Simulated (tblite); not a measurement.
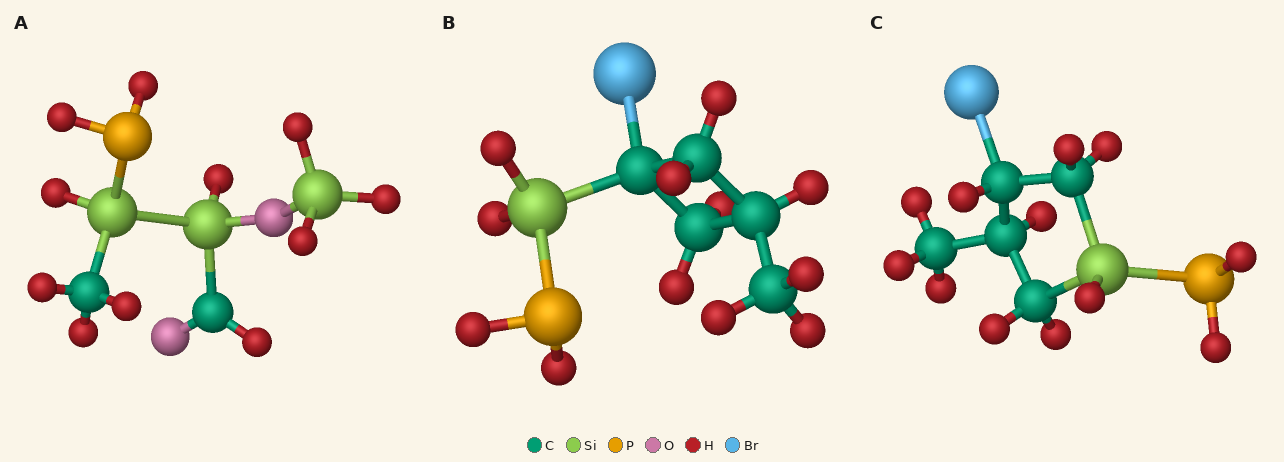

Simulated data, not a measurement (program: tblite).

> Match each picture to its SMILES.
(1) C[Si@@H](P)[Si@H](C=O)O[SiH3]
(2) C[C@H]1C[C@@](Br)([SiH2]P)C1
(3) C[C@@H]1C[Si@@H](P)C[C@H]1Br

A is (1), B is (2), C is (3).
